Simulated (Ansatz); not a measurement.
**BPHO (doublet): correlated methods under varied settings**

What do other methods and options give for BPHO (doublet) at this geometry, and how long do they take?

Computed with Ansatz 0.2.0, Gaussian basis. Level: the settings change from run to run.

25 further runs of the same task are left out: 9 that didn't finish, 16 set aside as unsound or not needed.

### Step 1. The geometry

The geometry is a PBE0/def2-TZVP stationary point (not a proven minimum).

4 atoms, charge 0, spin multiplicity 2.

Atoms are counted from 1 here; the program's logs count them from 0.

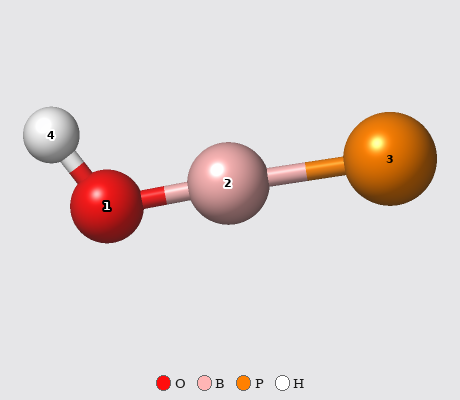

The geometry (oxygen red, boron pink, phosphorus orange, hydrogen white); atoms are numbered from 1 in the order of the file.

### Step 2. CCSDT on ROHF/STO-3G

Contents of in.yaml:

```yaml
crystal:
  periodic: [false, false, false]
  atoms:
    - {symbol: O, position_ang: [0.000010, -0.253523, 0.967945]}
    - {symbol: B, position_ang: [-0.000021, -0.179739, -0.342663]}
    - {symbol: P, position_ang: [0.000006, -0.144524, -2.078829]}
    - {symbol: H, position_ang: [0.000006, 0.577785, 1.453547]}
basis:
  gaussian: {orbitals: STO-3G}
magnetization: {spin_polarized: false, initial_magnetization: 1}
correlation: {method: ccsdt, electrons: outside_noble_gas}
```

Started as:

```
$ ansatz run in.yaml --threads 1 --pin off --events-out ev --progress --plain --max-ram 2393MiB
```

Output, shortened:

```text
Functional definition: HF
  name "HF"
  cite "Fock, Z. Phys. 61, 126 (1930) doi:10.1007/BF01340294"
  parent pbe
[...]
338 factors; integrals over basis functions are off by at most 5.0e-8 eV
[...]
mean field -11854.68854157 eV, -435.6517685062 hartree, gradient 1.0e-6 eV, S^2 0.750000; 5 other end points of the search recorded, 0 dependent functions left out
[...]
determinant -11854.68854157 eV, -435.6517685062 hartree, with singles and doubles -11858.76724169 eV, -435.8016579710 hartree
determinant -11854.31055813 eV, -435.6378778709 hartree, with singles and doubles -11858.14656264 eV, -435.7788484364 hartree
7 core orbitals not correlated: weight in the atoms' cores, before any rotation towards them, 1.000 or more for the frozen orbitals, at most 0.000 for the correlated occupied ones
reference -11854.68854157 eV, -435.6517685062 hartree; 8, 7 occupied and 5, 6 virtual orbitals, 338 factors
second order -3.43860353 eV of doubles, -0.00991544 eV of singles
cycle   1  -3.68361890 eV  change   -2.3e-1 eV  update   1.2e-1
[...]
cycle  18  -4.29727480 eV  change    3.7e-7 eV  update   9.7e-7
Total energy: -11858.98581637 eV, -435.8096904424 hartree
```

It took 1.2 s on 1 thread of Arm Neoverse V1, shared host.

From the report: correlation -4.2973 eV; T1 0.027; largest double amplitude 0.19.

### Step 3. CCSD(T) on UHF/cc-pVDZ

Changes to in.yaml since step 2:

```diff
@@ -8,4 +8,4 @@
 basis:
-  gaussian: {orbitals: STO-3G}
-magnetization: {spin_polarized: false, initial_magnetization: 1}
-correlation: {method: ccsdt, electrons: outside_noble_gas}
+  gaussian: {orbitals: cc-pVDZ}
+magnetization: {spin_polarized: true, initial_magnetization: 1}
+correlation: {method: ccsd_t, electrons: valence}
```

Launched as before.

Output, shortened:

```text
Functional definition: HF
  name "HF"
  cite "Fock, Z. Phys. 61, 126 (1930) doi:10.1007/BF01340294"
  parent pbe
[...]
496 factors; integrals over basis functions are off by at most 1.2e-3 eV
[...]
mean field -11996.73348090 eV, -440.8718237449 hartree, gradient 2.2e-6 eV, S^2 0.769631; 10 other end points of the search recorded, 0 dependent functions left out
determinant -11996.73348090 eV, -440.8718237449 hartree, with singles and doubles -12006.93202866 eV, -441.2466134623 hartree
determinant -11996.52415783 eV, -440.8641312641 hartree, with singles and doubles -12006.66339984 eV, -441.2367415352 hartree
determinant -11993.75671076 eV, -440.7624294601 hartree, with singles and doubles -12004.16198339 eV, -441.1448161764 hartree
determinant -11993.25329375 eV, -440.7439292264 hartree, with singles and doubles -12002.77721353 eV, -441.0939268227 hartree
determinant -11996.73348090 eV, -440.8718237449 hartree, with singles and doubles -12006.93300332 eV, -441.2466492804 hartree
determinant -11996.52415783 eV, -440.8641312641 hartree, with singles and doubles -12006.66373342 eV, -441.2367537943 hartree
7 core orbitals not correlated: weight in the atoms' cores, before any rotation towards them, 1.000 or more for the frozen orbitals, at most 0.000 for the correlated occupied ones
reference -11996.73348090 eV, -440.8718237449 hartree; 8, 7 occupied and 36, 37 virtual orbitals, 496 factors
second order -9.49544713 eV of doubles, -0.00000000 eV of singles
cycle   1  -10.19952341 eV  change   -9.9e-7 eV  update   9.0e-7
perturbative correction -0.34821327 eV, -0.0127966016 hartree
Total energy: -12007.28121757 eV, -441.2594459183 hartree
```

It took 8.5 s on 1 thread of Arm Neoverse V1, shared host.

From the report: ⟨S²⟩ of the determinant 0.770 (pure doublet: 0.75); correlation -10.5477 eV; T1 0.020; largest double amplitude 0.08.

### Step 4. CISD/cc-pVDZ

Changes to in.yaml since step 3:

```diff
@@ -9,3 +9,4 @@
   gaussian: {orbitals: cc-pVDZ}
-magnetization: {spin_polarized: true, initial_magnetization: 1}
-correlation: {method: ccsd_t, electrons: valence}
+magnetization: {spin_polarized: false, initial_magnetization: 1}
+correlation: {active_space: {ras: {orbitals: [7, 1, 36], electrons: 15, max_holes: 2, max_particles: 2}, fixed_orbitals: true}}
+scf: {lower_state_search: light}
```

Same command.

Output:

```text
Functional definition: HF
  name "HF"
  cite "Fock, Z. Phys. 61, 126 (1930) doi:10.1007/BF01340294"
  parent pbe
  exchange = exact_x
  correlation = 0
496 factors; integrals over basis functions are off by at most 1.2e-3 eV
mean field evaluation 1: about -11995.0075 eV, gradient 2.6e1 eV
mean field evaluation 2: about -11995.0667 eV, gradient 2.6e1 eV
mean field evaluation 4: about -11996.6012 eV, gradient 2.6e0 eV
mean field evaluation 8: about -11996.6398 eV, gradient 3.0e-1 eV
mean field evaluation 16: about -11996.5265 eV, gradient 1.5e0 eV
mean field evaluation 32: about -11996.4458 eV, gradient 1.7e-6 eV
mean field -11996.64117740 eV, -440.8684316539 hartree, gradient 6.7e-6 eV, S^2 0.750000; 5 other end points of the search recorded, 0 dependent functions left out
reference -11996.64117740 eV, -440.8684316539 hartree; 15, 14 occupied and 36, 37 virtual orbitals, 496 factors
state -12005.85519149 eV, -441.2070404262 hartree
Total energy: -12005.85519149 eV, -441.2070404262 hartree
```

It took 8.5 s on 1 thread of Arm Neoverse V1, shared host.

From the report: 164,852 determinants.

### Step 5. CCSD(T) on ROHF/6-31G*

Changes to in.yaml since step 4:

```diff
@@ -8,5 +8,4 @@
 basis:
-  gaussian: {orbitals: cc-pVDZ}
+  gaussian: {orbitals: "6-31G*"}
 magnetization: {spin_polarized: false, initial_magnetization: 1}
-correlation: {active_space: {ras: {orbitals: [7, 1, 36], electrons: 15, max_holes: 2, max_particles: 2}, fixed_orbitals: true}}
-scf: {lower_state_search: light}
+correlation: {method: ccsd_t, electrons: outside_noble_gas}
```

Launched as before.

Output, shortened:

```text
Functional definition: HF
  name "HF"
  cite "Fock, Z. Phys. 61, 126 (1930) doi:10.1007/BF01340294"
  parent pbe
[...]
464 factors; integrals over basis functions are off by at most 1.3e-3 eV
[...]
mean field -11995.74437992 eV, -440.8354749547 hartree, gradient 3.9e-6 eV, S^2 0.750000; 6 other end points of the search recorded, 0 dependent functions left out
[...]
determinant -11995.74437992 eV, -440.8354749547 hartree, with singles and doubles -12005.57998409 eV, -441.1969267409 hartree
determinant -11995.55131014 eV, -440.8283797709 hartree, with singles and doubles -12005.31072985 eV, -441.1870318301 hartree
determinant -11992.62201299 eV, -440.7207300861 hartree, with singles and doubles -12002.77447912 eV, -441.0938263349 hartree
determinant -11995.74437992 eV, -440.8354749547 hartree, with singles and doubles -12005.58083741 eV, -441.1969580997 hartree
determinant -11995.55131014 eV, -440.8283797709 hartree, with singles and doubles -12005.31093828 eV, -441.1870394896 hartree
7 core orbitals not correlated: weight in the atoms' cores, before any rotation towards them, 1.000 or more for the frozen orbitals, at most 0.000 for the correlated occupied ones
reference -11995.74437992 eV, -440.8354749547 hartree; 8, 7 occupied and 36, 37 virtual orbitals, 464 factors
second order -9.11633775 eV of doubles, -0.04602982 eV of singles
cycle   1  -9.83645461 eV  change    2.9e-6 eV  update   2.2e-6
perturbative correction -0.33188614 eV, -0.0121965908 hartree
Total energy: -12005.91272068 eV, -441.2091545851 hartree
```

Wall time 7 s (1 thread of Arm Neoverse V1, shared host).

From the report: correlation -10.1683 eV; T1 0.022; largest double amplitude 0.10.

### Step 6. CCSD/6-31G

Changes to in.yaml since step 5:

```diff
@@ -8,4 +8,7 @@
 basis:
-  gaussian: {orbitals: "6-31G*"}
-magnetization: {spin_polarized: false, initial_magnetization: 1}
-correlation: {method: ccsd_t, electrons: outside_noble_gas}
+  gaussian: {orbitals: 6-31G}
+magnetization: {spin_polarized: true, initial_magnetization: 1}
+hamiltonian: {xc: {name: PBE}}
+correlation: {method: ccsd, electrons: outside_noble_gas}
+scf: {lower_state_search: off}
+output: {forces: true}
```

Launched as before.

Output, shortened:

```text
Functional definition: PBE
  name "PBE"
  cite "Perdew, Burke & Ernzerhof, Phys. Rev. Lett. 77, 3865 (1996) doi:10.1103/PhysRevLett.77.3865"
  parent pbe
[...]
373 factors; integrals over basis functions are off by at most 2.4e-4 eV
[...]
mean field -12018.07197749 eV, -441.6559990310 hartree, gradient 4.5e-6 eV, S^2 0.751774; 0 other end points of the search recorded, 0 dependent functions left out
7 core orbitals not correlated: weight in the atoms' cores, before any rotation towards them, 1.000 or more for the frozen orbitals, at most 0.000 for the correlated occupied ones
reference -11993.30284751 eV, -440.7457502932 hartree; 8, 7 occupied and 18, 19 virtual orbitals, 373 factors
second order -6.43621449 eV of doubles, -0.48758465 eV of singles
cycle   1  -6.39365912 eV  change    4.9e-1 eV  update   1.1e-1
[...]
cycle  17  -6.78097012 eV  change   -8.5e-9 eV  update   7.8e-8
[...]
Total energy: -12000.08381763 eV, -440.9949463489 hartree
Atom 0 at     0.000010    -0.253523     0.967945 Å, force    -0.000021    -0.120714     1.109564 eV/Å
Atom 1 at    -0.000021    -0.179739    -0.342663 Å, force     0.000021    -0.372948    -0.260156 eV/Å
Atom 2 at     0.000006    -0.144524    -2.078829 Å, force    -0.000011     0.065097    -1.694401 eV/Å
Atom 3 at     0.000006     0.577785     1.453547 Å, force     0.000011     0.428565     0.844993 eV/Å
Dipole moment:    -0.000014     0.380096     0.602894 e Å
Checks for a lower state left out: starts, cluster_reference, orbital_swaps, neighbouring_geometries, increment
```

Run time: 3.2 s. Hardware: 1 thread of Arm Neoverse V1, shared host.

From the report: ⟨S²⟩ of the determinant 0.752 (pure doublet: 0.75); correlation -6.7810 eV; T1 0.018; largest double amplitude 0.10. The orbitals are Kohn-Sham ones, so correlation energy and T1 don't compare with those on Hartree-Fock orbitals.

### Step 7. BCCD on ROHF/cc-pVDZ

Changes to in.yaml since step 6:

```diff
@@ -8,6 +8,6 @@
 basis:
-  gaussian: {orbitals: 6-31G}
-magnetization: {spin_polarized: true, initial_magnetization: 1}
-hamiltonian: {xc: {name: PBE}}
-correlation: {method: ccsd, electrons: outside_noble_gas}
+  gaussian: {orbitals: cc-pVDZ}
+magnetization: {spin_polarized: false, initial_magnetization: 1}
+correlation: {method: bccd, electrons: valence, diis_vectors: 1}
+accuracy: high
 scf: {lower_state_search: off}
```

Same command.

Output, shortened:

```text
Functional definition: HF
  name "HF"
  cite "Fock, Z. Phys. 61, 126 (1930) doi:10.1007/BF01340294"
  parent pbe
[...]
1031 factors; integrals over basis functions are off by at most 3.5e-9 eV
[...]
mean field -11996.64121535 eV, -440.8684330485 hartree, gradient 2.8e-8 eV, S^2 0.750000; 0 other end points of the search recorded, 0 dependent functions left out
7 core orbitals not correlated: weight in the atoms' cores, before any rotation towards them, 1.000 or more for the frozen orbitals, at most 0.000 for the correlated occupied ones
reference -11996.64121535 eV, -440.8684330485 hartree; 8, 7 occupied and 36, 37 virtual orbitals, 1031 factors
second order -9.55435957 eV of doubles, -0.05301933 eV of singles
cycle   1  -9.93923591 eV  change   -3.3e-1 eV  update   9.0e-2
[...]
cycle  89  -10.26258712 eV  change   2.5e-10 eV  update   1.8e-9
[...]
Total energy: -12006.90380246 eV, -441.2455761688 hartree
Atom 0 at     0.000010    -0.253523     0.967945 Å, force    -0.000038    -0.409255     0.778246 eV/Å
Atom 1 at    -0.000021    -0.179739    -0.342663 Å, force     0.000082     0.097796     0.130307 eV/Å
Atom 2 at     0.000006    -0.144524    -2.078829 Å, force    -0.000036     0.045916    -0.839742 eV/Å
Atom 3 at     0.000006     0.577785     1.453547 Å, force    -0.000008     0.265543    -0.068811 eV/Å
Dipole moment:    -0.000009     0.310034     0.596523 e Å
Checks for a lower state left out: starts, cluster_reference, orbital_swaps, neighbouring_geometries, increment
```

It took 33 s on 1 thread of Arm Neoverse V1, shared host; peak memory 0.38 GiB.

From the report: correlation -10.2626 eV; largest double amplitude 0.07.

### Step 8. All runs side by side

Where basis and cores are those of an earlier UCCSDT(Q)/cc-pVDZ run (-12007.3467 eV), and the state is the same kind, the miss against it is given.

```csv
level,correlated,functions,energy (eV),from UCCSDT(Q) (meV),time
CCSDT on ROHF/STO-3G,outside noble gas,20,-11858.9858,,1.2 s
CCSD(T) on UHF/cc-pVDZ,valence,51,-12007.2812,65.5,8.5 s
CISD/cc-pVDZ,outside noble gas,51,-12005.8552,1491.5,8.5 s
CCSD(T) on ROHF/6-31G*,outside noble gas,51,-12005.9127,,7 s
CCSD/6-31G (on PBE orbitals),outside noble gas,33,-12000.0838,,3.2 s
BCCD on ROHF/cc-pVDZ,valence,51,-12006.9038,442.9,33 s
```

### Step 9. Results

```
quantity                        value
    runs                            6
quickest  CCSDT on ROHF/STO-3G, 1.2 s
 slowest   BCCD on ROHF/cc-pVDZ, 33 s
```

In words: Total energies in different bases, with other cores or another treatment of relativity can't be set against each other. BCCD on ROHF/cc-pVDZ took 27 times as long as CCSDT on ROHF/STO-3G; the jobs differ in more than the method. Among the correlated runs with a miss given, it spans +65 to +1492 meV.
